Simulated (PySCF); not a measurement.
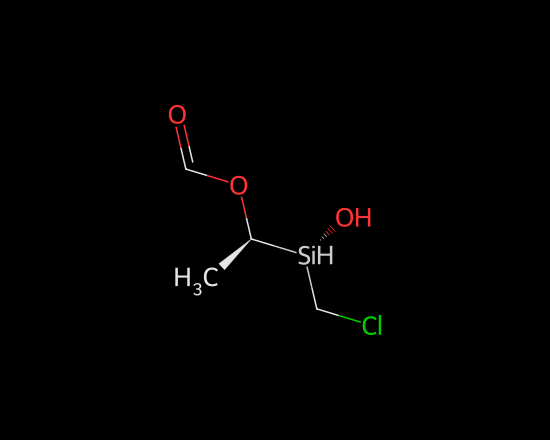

The geometry was computed by an optimisation with GFN2-xTB. No frequency run is at hand to confirm it as a minimum. Properties computed with PBE0/pcSseg-1, gas phase (PySCF 2.14.0).

Computed properties:

The species is C4H9ClO3Si (`C[C@@H](OC=O)[Si@H](O)CCl`).
- dipole moment: 2.74 D
- HOMO energy (Kohn–Sham orbital): −7.91 eV
- LUMO energy (Kohn–Sham orbital): −0.36 eV
- HOMO–LUMO gap: 7.55 eV

The geometry is semi-empirical. Around Si such bond lengths and angles can be off by a tenth of an ångström or more and by several degrees, and values that hang on the shape move with them.
